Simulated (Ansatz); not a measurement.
Three curves of one kind of scan: energy against volume (even scaling of the relaxed cell, symmetry kept). Method: PBE (plane waves to 420 eV, PAW, scalar-relativistic; Ansatz, an electronic-structure program). Each is measured from its own zero (the relaxed starting cell). 

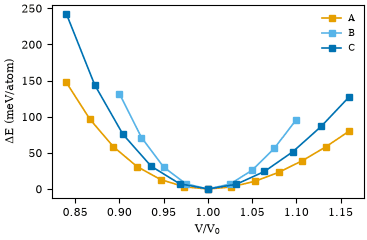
Fig. 1. Curves A, B and C.

| V/V₀ | ΔE (meV/atom) |
|---|---|
| 0.900 | 132 |
| 0.950 | 30 |
| 1.000 | 0 |
| 1.050 | 26 |
| 1.100 | 96 |

Problem. Which curve does this table belong to?

Solution. Curve B, which is Ta (bcc, W type). The others: A is CdSe (zinc blende); C is Ni (fcc, Cu type).

All were relaxed with their symmetry unable to fall. Relaxed Ni ends ferromagnetic. Spin-orbit coupling is left out. Ta is run without spin polarisation. The PAW data are Ansatz's earlier set. The magnetic order is the one the run started from; other orders were not tried. (This holds for the magnetic or f-shell members.)

(A scan under strain: stresses follow from slopes of the energy per volume, elastic moduli from its curvatures.)
